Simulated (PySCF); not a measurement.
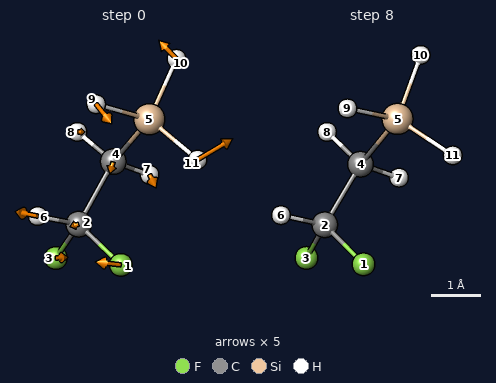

The structure of C2H6F2Si before (left) and after (right) a relaxation, at one scale. The orange arrows give the displacements, magnified 5 times.

A ball-and-stick model, seen from a free direction.

The start comes from GFN2-xTB. Its atoms were then displaced at random by about 0.01 Å.

Method: PBE0-D3(BJ)/def2-SVP geometry optimisation, gas phase in PySCF 2.14.0, density-fitted response routines. 

What changed between the two?

The largest move after the best rigid fit is that of H11, 0.18 Å. Largest moves by element: H 0.18 Å, F 0.13 Å, C 0.06 Å, Si 0.02 Å. Some distances before and after: Si5–H11 1.443 → 1.490 Å, C2–C4 1.534 → 1.504 Å, Si5–H10 1.464 → 1.493 Å, C2–F3 1.377 → 1.353 Å. Among the angles between lasting bonds that change: Si5–C4–H8 112.6° → 109.1°, H10–Si5–H11 112.3° → 109.3°, Si5–C4–H7 112.0° → 109.0°. Over 8 geometry steps the energy falls by 10.8 kJ/mol. The run took 29 s on 1 thread of Arm Neoverse V1 (shared host).
